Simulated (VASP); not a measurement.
Band structure of YN (rock salt). Level of theory: PBE GGA, VASP's PBE PAW potentials (set 64) (plane waves; VASP).

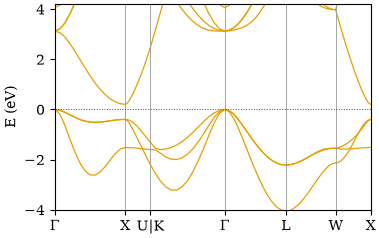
Fig. 1. Bands along high-symmetry lines, zero at the valence-band maximum or, without a gap, the Fermi level

**Question.** Read the plot: is there a gap, and where are the band edges?

**Answer.** The gap is indirect, 0.21 eV, from the valence maximum at Γ to the conduction minimum at X. (Edges off the drawn lines would not show.)

The compound is YN in the rock salt structure. It was relaxed first.
